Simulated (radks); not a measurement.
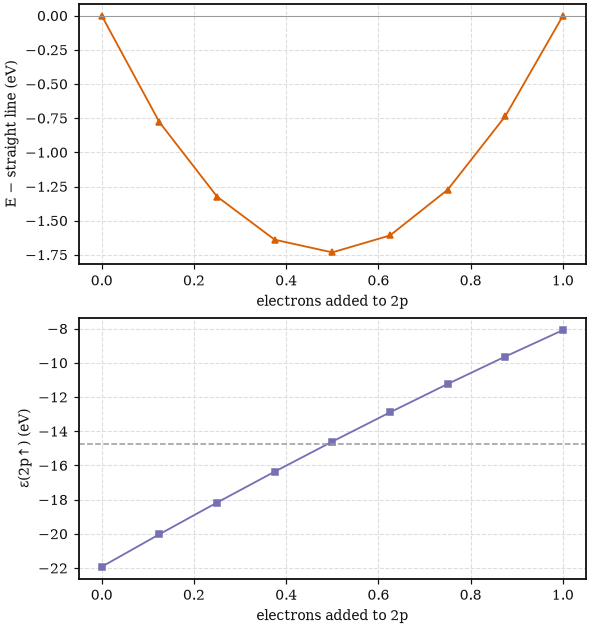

Computed with the in-house radial solver radks: non-relativistic Kohn-Sham, BLYP, spin-polarised, spherical densities, point nucleus. The occupation of the 2p shell is varied from N⁺ ([He] 2s2 2p2 (high spin)) to N ([He] 2s2 2p3 (high spin)), with spherical fractional occupations. The plot shows the total energy less the straight line between the end points, and the eigenvalue of 2p↑ (the dashed line is minus the energy to take the whole electron out).

Q: Is the energy convex or concave in the occupation, and by how much?

A: The curve is convex (below the straight line), with the largest deviation among the points computed, −1.73 eV, at 0.5. The end points differ by 14.7 eV, the energy to take the electron out. The eigenvalue, which is the slope of the energy (Janak's theorem), moves from −21.9 eV at 0 to −8.08 eV at 1; for a straight line it would stay constant, and a parabola would sag by an eighth of this change, scaled to a whole electron, 1.73 eV. Convexity is the mark of the delocalisation error, which puts fractional charges too low; for p, d and f shells the spherical spreading of the fraction adds to it.
